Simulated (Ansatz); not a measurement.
**One shape, several levels: doublet CH5AsSi+**

Wanted: a comparison of 6 runs (UHF/STO-3G, UHF/3-21G, U-r2SCAN0/def2-SVP, U-wB97M-V/def2-SVP, UBHLYP/def2-SVP, UCCSD(T)/def2-SVP) of doublet CH5AsSi+. 

The calculation is run with Ansatz 0.2.0.

78 further runs of the same task are left out: 78 set aside as unsound or not needed.

## Step 1: The system as given

The species is CH5AsSi+ (8 atoms), meant as a doublet with charge +1. As SMILES of the parent species, `C1[SiH2][AsH]1`. Geometry: relaxed at PBE0-D4/def2-TZVP. That shape belongs to the parent species and isn't relaxed for this state.

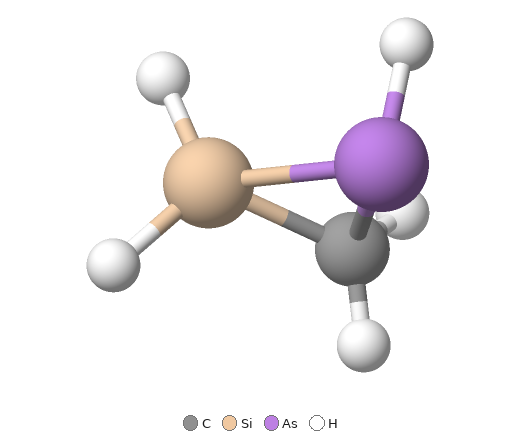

Viewed from a chosen angle; carbon grey, silicon light orange, arsenic purple, hydrogen white.

## Step 2: The energy at UHF/STO-3G (run 1)

Input file in.yaml:

```yaml
crystal:
  periodic: [false, false, false]
  atoms:
    - {symbol: C, position_ang: [-0.770300, 0.017900, -0.576000]}
    - {symbol: Si, position_ang: [0.707800, 0.663100, 0.315700]}
    - {symbol: As, position_ang: [-0.538100, -1.122700, 1.107200]}
    - {symbol: H, position_ang: [-0.667200, -0.524000, -1.509300]}
    - {symbol: H, position_ang: [-1.690700, 0.591800, -0.522300]}
    - {symbol: H, position_ang: [0.581300, 1.973900, 0.990500]}
    - {symbol: H, position_ang: [2.040800, 0.422300, -0.277100]}
    - {symbol: H, position_ang: [0.428400, -2.079400, 0.415600]}
basis:
  gaussian: {orbitals: STO-3G}
total_charge: 1
magnetization: {spin_polarized: true, initial_magnetization: 1}
hamiltonian: {xc: hf}
accuracy: high
output: {orbitals: {seedname: orbitals}}
```

Run with:

```sh
ansatz run in.yaml --threads 1 --pin off --max-ram 3480MiB --events-out events.jsonl --progress --plain --runs-dir runs
```

What it wrote:

```text
Warning: RAYON_NUM_THREADS=1 ignored (pool sized by the plan → 1); use --threads N
Functional definition: HF
  name "HF"
  exchange = exact_x
  correlation = 0
647 factors; integrals over basis functions are off by at most 5.3e-9 eV
mean field evaluation 1: about -68978.7872 eV, gradient 9.5e0 eV
mean field evaluation 2: about -68978.8459 eV, gradient 9.5e0 eV
mean field evaluation 4: about -68979.7078 eV, gradient 1.4e0 eV
mean field evaluation 8: about -68979.7929 eV, gradient 1.5e-1 eV
mean field evaluation 16: about -68979.7956 eV, gradient 2.5e-8 eV
mean field evaluation 32: about -68979.3169 eV, gradient 3.0e0 eV
mean field evaluation 64: about -68979.2485 eV, gradient 1.2e0 eV
mean field -68979.79564356 eV, -2534.9607337159 hartree, gradient 2.5e-8 eV, S^2 0.773171; 1 other end points of the search recorded, 0 dependent functions left out
reference -68979.79564356 eV, -2534.9607337159 hartree; 29, 28 occupied and 8, 9 virtual orbitals, 647 factors
Total energy: -68979.79564356 eV, -2534.9607337159 hartree
```

Wall time 1.1 s (1 thread of Arm Neoverse V1, shared host); peak memory 0.1 GiB.

## Step 3: A single-point energy at UHF/3-21G (run 2)

in.yaml: that of step 2 with these lines changed.

```diff
@@ -12,3 +12,3 @@
 basis:
-  gaussian: {orbitals: STO-3G}
+  gaussian: {orbitals: 3-21G-spherical.json}
 total_charge: 1
```

The basis set 3-21G is read from a file made from the Basis Set Exchange's data (not shown).

Run with:

```sh
ansatz run in.yaml --threads 1 --pin off --max-ram 3480MiB --events-out events.jsonl --progress --plain --runs-dir runs
```

What it wrote:

```text
Warning: RAYON_NUM_THREADS=1 ignored (pool sized by the plan → 1); use --threads N
[... 4 set-up lines as earlier in the session ...]
1118 factors; integrals over basis functions are off by at most 4.5e-9 eV
mean field evaluation 1: about -69414.4752 eV, gradient 2.1e1 eV
mean field evaluation 2: about -69414.7503 eV, gradient 2.1e1 eV
mean field evaluation 4: about -69417.1457 eV, gradient 1.6e0 eV
mean field evaluation 8: about -69417.1953 eV, gradient 2.8e-1 eV
mean field evaluation 16: about -69417.2019 eV, gradient 1.5e-5 eV
mean field evaluation 32: about -69417.1965 eV, gradient 1.8e-1 eV
mean field evaluation 64: about -69416.3466 eV, gradient 3.8e0 eV
mean field -69417.20189028 eV, -2551.0351167984 hartree, gradient 3.0e-8 eV, S^2 0.770755; 1 other end points of the search recorded, 0 dependent functions left out
reference -69417.20189028 eV, -2551.0351167984 hartree; 29, 28 occupied and 25, 26 virtual orbitals, 1118 factors
Total energy: -69417.20189028 eV, -2551.0351167984 hartree
```

It took 2.3 s on 1 thread of Arm Neoverse V1, shared host; peak memory 0.16 GiB.

Run 3 isn't shown in full; the table further down has it.

## Step 4: A single-point energy at U-wB97M-V/def2-SVP (run 4)

Input file job.yaml:

```yaml
basis:
  gaussian:
    orbitals: def2-SVP
crystal:
  periodic: [false, false, false]
  atoms:
    - symbol: C
      position_ang: [-0.770300, 0.017900, -0.576000]
    - symbol: Si
      position_ang: [0.707800, 0.663100, 0.315700]
    - symbol: As
      position_ang: [-0.538100, -1.122700, 1.107200]
    - symbol: H
      position_ang: [-0.667200, -0.524000, -1.509300]
    - symbol: H
      position_ang: [-1.690700, 0.591800, -0.522300]
    - symbol: H
      position_ang: [0.581300, 1.973900, 0.990500]
    - symbol: H
      position_ang: [2.040800, 0.422300, -0.277100]
    - symbol: H
      position_ang: [0.428400, -2.079400, 0.415600]
total_charge: 1
magnetization:
  spin_polarized: true
  initial_magnetization: 1
hamiltonian:
  xc: {name: wB97M-V}
accuracy: high
output: {orbitals: {seedname: orbitals}}
```

Run with:

```sh
ansatz run job.yaml --threads 1 --pin off --max-ram 3480MiB --events-out events.jsonl --progress --plain --runs-dir runs
```

What it wrote:

```text
Warning: RAYON_NUM_THREADS=1 ignored (pool sized by the plan → 1); use --threads N
Functional definition: wB97M-V
  name "wB97M-V"
  parameter omega = 0.3/bohr
  parameter cx = 0.15
  parameter cx01 = 1.007
  parameter cx10 = 0.259
  parameter css00 = 0.443
  parameter css04 = -1.437
  parameter css10 = -4.535
  parameter css20 = -3.390
  parameter css43 = 4.278
  parameter cos00 = 1.000
  parameter cos10 = 1.358
  parameter cos20 = 2.924
  parameter cos21 = -8.812
  parameter cos60 = -1.390
  parameter cos61 = 9.142
  parameter b = 6.0
  parameter c = 0.01
  gx(w, u) = 1 - cx + cx01*u + cx10*w
  gss(w, u) = css00 + css04*u^4 + css10*w + css20*w^2 + css43*w^4*u^3
  gos(w, u) = cos00 + cos10*w + (cos20 + cos21*u)*w^2 + (cos60 + cos61*u)*w^6
  exchange = spin_sum(e_x_unif_sr(omega)*gx(b97_w, b97_u_x)) + cx*exact_x_sr(omega) + exact_x_lr(omega)
  correlation = spin_sum(e_c_pw_mod_same_spin*gss(b97_w, b97_u_same))
      + integral(e_c_pw_mod_opposite_spin*gos(b97_w_opposite, b97_u_opposite)) + vv10(b, c)
1915 factors; integrals over basis functions are off by at most 4.3e-9 eV
360 factors; integrals over basis functions are off by at most 1.8e-9 eV
mean field evaluation 1: about -69805.4834 eV, gradient 3.6e1 eV
mean field evaluation 2: about -69804.2848 eV, gradient 3.7e1 eV
mean field evaluation 4: about -69811.9808 eV, gradient 1.6e0 eV
mean field evaluation 8: about -69812.0832 eV, gradient 1.3e-1 eV
mean field evaluation 16: about -69812.0847 eV, gradient 1.7e-2 eV
mean field evaluation 32: about -69812.0848 eV, gradient 6.4e-6 eV
mean field -69812.08482965 eV, -2565.5467971589 hartree, gradient 7.2e-8 eV, S^2 0.755207; 2 other end points of the search recorded, 0 dependent functions left out
reference -69812.08483365 eV, -2565.5467973058 hartree; 29, 28 occupied and 60, 61 virtual orbitals, 1915 factors
Total energy: -69812.08483365 eV, -2565.5467973058 hartree
```

It took 2.9 min on 1 thread of Arm Neoverse V1, shared host; peak memory 1.1 GiB.

Run 5 isn't shown in full; the table further down has it.

## Step 5: The energy at UCCSD(T)/def2-SVP (run 6)

Input file molecule.yaml:

```yaml
crystal:
  periodic: [false, false, false]
  atoms:
    - {symbol: C, position_ang: [-0.770300, 0.017900, -0.576000]}
    - {symbol: Si, position_ang: [0.707800, 0.663100, 0.315700]}
    - {symbol: As, position_ang: [-0.538100, -1.122700, 1.107200]}
    - {symbol: H, position_ang: [-0.667200, -0.524000, -1.509300]}
    - {symbol: H, position_ang: [-1.690700, 0.591800, -0.522300]}
    - {symbol: H, position_ang: [0.581300, 1.973900, 0.990500]}
    - {symbol: H, position_ang: [2.040800, 0.422300, -0.277100]}
    - {symbol: H, position_ang: [0.428400, -2.079400, 0.415600]}
basis:
  gaussian:
    orbitals: def2-SVP
accuracy: high
magnetization:
  spin_polarized: true
  initial_magnetization: 1
scf:
  omitted_lower_state_checks: [cluster_reference, increment]
total_charge: 1
correlation:
  method: ccsd_t
  frozen_orbitals: {As: 9, C: 1, H: 0, Si: 5}
```

Run with:

```sh
ansatz run molecule.yaml --threads 1 --pin off --max-ram 3480MiB --events-out events.jsonl --progress --plain --runs-dir runs
```

What it wrote:

```text
Warning: RAYON_NUM_THREADS=1 ignored (pool sized by the plan → 1); use --threads N
[... 13 lines left out ...]
15 core orbitals not correlated: weight in the atoms' cores, before any rotation towards them, 1.000 or more for the frozen orbitals, at most 0.000 for the correlated occupied ones
[... 33 lines left out ...]
Total energy: -69761.32367856 eV, -2563.6813592634 hartree
Checks for a lower state left out: cluster_reference, increment
```

It took 80 s on 1 thread of Arm Neoverse V1, shared host; peak memory 0.88 GiB.

## Step 6: Overview of the runs

| run | level | frozen core orbitals | energy (Eh) | HOMO energy (eV) | LUMO energy (eV) | ⟨S²⟩ | wall time |
| --- | --- | --- | --- | --- | --- | --- | --- |
| 1 | UHF/STO-3G | – | -2534.960734 | -14.32 | -5.12 | 0.773 | 1.1 s |
| 2 | UHF/3-21G | – | -2551.035117 | -15.98 | -7.49 | 0.771 | 2.3 s |
| 3 | U-r2SCAN0/def2-SVP | – | -2565.648894 | -13.89 | -10.91 | 0.760 | 51 s |
| 4 | U-wB97M-V/def2-SVP | – | -2565.546797 | -15.78 | -9.13 | 0.755 | 2.9 min |
| 5 | UBHLYP/def2-SVP | – | -2565.680539 | -14.61 | -10.12 | 0.758 | 20 s |
| 6 | UCCSD(T)/def2-SVP | 15 | -2563.681359 | – | – | 0.776 | 80 s |

## Step 7: Summary of results

```
                                           quantity           value
                                run 6: total energy  -2563.68136 Eh
run 6: correlation energy (15 core orbitals frozen)      -501.2 mEh
                              run 6: (T) correction      -16.19 mEh
           run 6: ⟨S²⟩ of the reference determinant           0.776
                               run 6: T1 diagnostic           0.020
```

What this shows: Totals of different functionals can't be ranked against each other. In run 1 the basis is minimal, so the values are rough. All runs together took 5.4 min, the longest 2.9 min.
